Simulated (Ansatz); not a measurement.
```xyz
5

C    -0.9553    1.3157    0.5065
Ga   -2.9946    1.5201    0.3805
Sb   -0.2223    3.2751    1.0724
H    -0.5160    1.0187   -0.4643
H    -0.6680    0.5734    1.2747
```

Geometry: r2SCAN-D4/def2-SVP; core potentials replace the inner electrons of Sb.

These are results of isolated molecule in a Gaussian basis; Kohn-Sham density functional theory, functional PBE0 (Ansatz 0.2.0), not measurements.

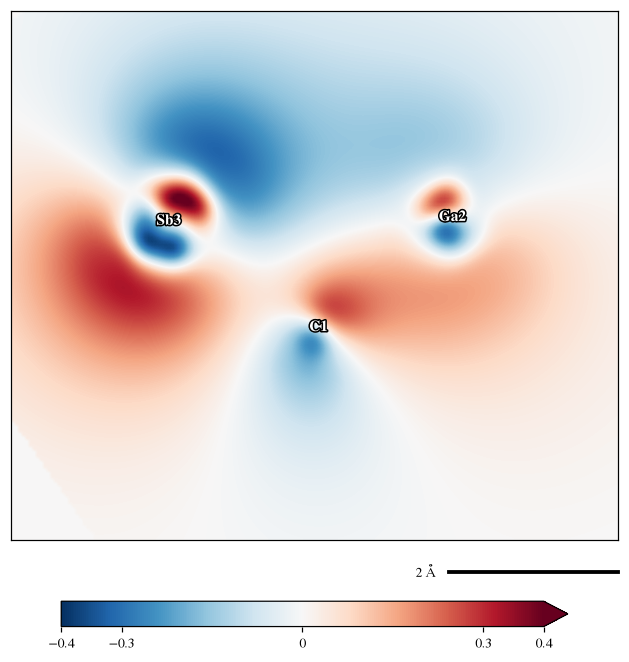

CH2GaSb (triplet). One frontier orbital on the plane of atoms Ga2, C1 and Sb3 (values in Å⁻³ᐟ²; the overall sign is arbitrary).

Which orbital is it: HOMO (β) or LUMO (β)?

Answer. The LUMO (β), at −2.71 eV. Its weight (Hirshfeld) is mainly on Sb3 (about 70 %), Ga2 (about 20 %) and C1 (about 5 %).
